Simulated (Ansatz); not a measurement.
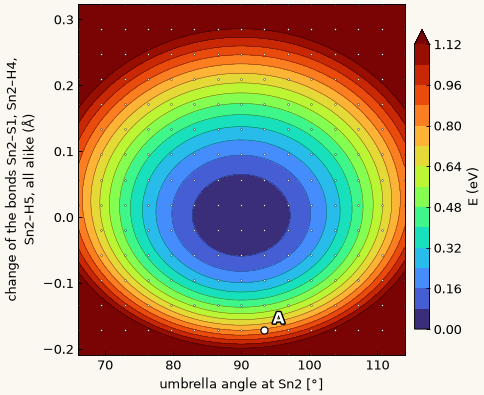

H₃SSn, SMILES [SH][SnH2+], charge +1. The first coordinate is: umbrella angle at Sn2 (between each of its bonds and their common axis; 90 is planar); the second: change of the bonds Sn2–S1, Sn2–H4, Sn2–H5, all alike. Nothing is relaxed (all other coordinates rigid). The grid has 15 × 15 points; 120 points were computed and 105 follow by symmetry. Points are written as (first, second). All energies are given in eV relative to the relaxed molecule at the same level. Computed with RKS PBE-D4/def2-TZVP in Ansatz.

Drawn: filled contours, dots at the grid points, one colour for all values above the top of the scale, the point A. Between grid points the surface is interpolated.

Is A at rest? If not, where is it pushed?

Answer. A, at (93.4°, −0.172 Å), is not a stationary point. The computed force is 0.013 eV for each degree towards smaller values of the first coordinate and 11 eV for each Å towards larger values of the second coordinate.
